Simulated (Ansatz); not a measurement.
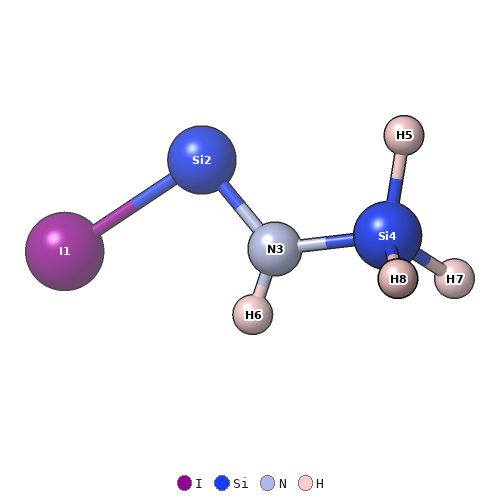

The system is H4INSi2; the picture shows the reference structure. First axis: dihedral I1–Si2–N3–Si4. Second axis: dihedral Si2–N3–Si4–H5. Nothing is relaxed (all other coordinates rigid). The scan uses an 18 × 17 grid; 154 points were computed and 152 follow by symmetry. Points are written as (first, second). Energies are in eV, from the lowest grid point. These are results of RKS PBE0-D4/def2-SVP in Ansatz, not measurements.

Its coordinates:

```yaml
atoms:
  - { symbol: I, position_ang: [-3.4794, 0.2635, 1.3193] }
  - { symbol: Si, position_ang: [-1.0097, -0.1038, 1.6714] }
  - { symbol: N, position_ang: [-0.4757, 0.0502, 0.0338] }
  - { symbol: Si, position_ang: [1.2014, -0.0942, -0.4968] }
  - { symbol: H, position_ang: [2.0037, -0.3657, 0.7301] }
  - { symbol: H, position_ang: [-1.1632, 0.2385, -0.6972] }
  - { symbol: H, position_ang: [1.6617, 1.1690, -1.1453] }
  - { symbol: H, position_ang: [1.3534, -1.2146, -1.4712] }
```

Range: dihedral I1–Si2–N3–Si4 from −180 to 160°; dihedral Si2–N3–Si4–H5 from −90.0 to 90.0°.

Question: Predict the map.

Answer: The lowest grid point is at (−180°, 0.0°). The energy also falls towards the edge at (−180°, −90.0°) (0.06 eV above the lowest) and (−180°, 90.0°) (0.06 eV above the lowest), where a further well may lie outside the range. There is a further well near (0°, −56.2°) (0.16 eV above the lowest at that grid point). The highest grid point, (0°, 0.0°), lies 0.80 eV above the lowest. On the interpolated surface the easiest way out of the lowest well to the well at about (0°, −60°) passes a barrier of about 0.66 eV.

```tsv
dihedral Si2–N3–Si4–H5 ↓, dihedral I1–Si2–N3–Si4 →	−180	−140	−100	−60	−20	20	60	100	140
90.0	0.06	0.28	0.68	0.53	0.24	0.55	0.59	0.71	0.32
67.5	0.09	0.31	0.70	0.58	0.22	0.31	0.59	0.72	0.33
45.0	0.07	0.31	0.70	0.60	0.43	0.18	0.54	0.68	0.29
22.5	0.02	0.28	0.67	0.56	0.68	0.32	0.49	0.64	0.24
0.0	0.00	0.24	0.64	0.50	0.60	0.60	0.50	0.64	0.24
−22.5	0.02	0.24	0.64	0.49	0.32	0.68	0.56	0.67	0.28
−45.0	0.07	0.29	0.68	0.54	0.18	0.43	0.60	0.70	0.31
−67.5	0.09	0.33	0.72	0.59	0.31	0.22	0.58	0.70	0.31
−90.0	0.06	0.32	0.71	0.59	0.55	0.24	0.53	0.68	0.28
```

The table holds every second grid line.

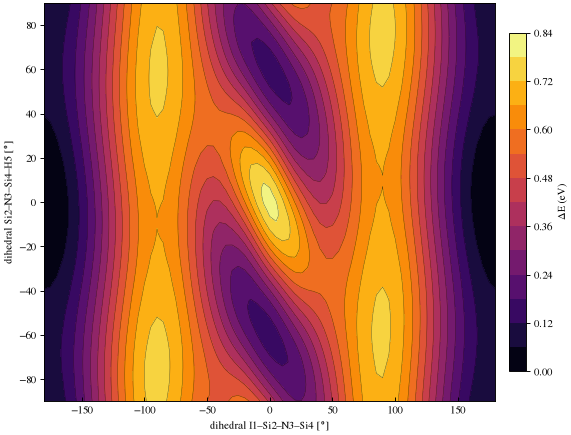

In the figure: filled contours. Between grid points the surface is interpolated.

The whole map (154 points run) took 5.8 min on 1 thread of AMD EPYC 9R45 96-Core Processor (Zen 5), with other jobs on the host.
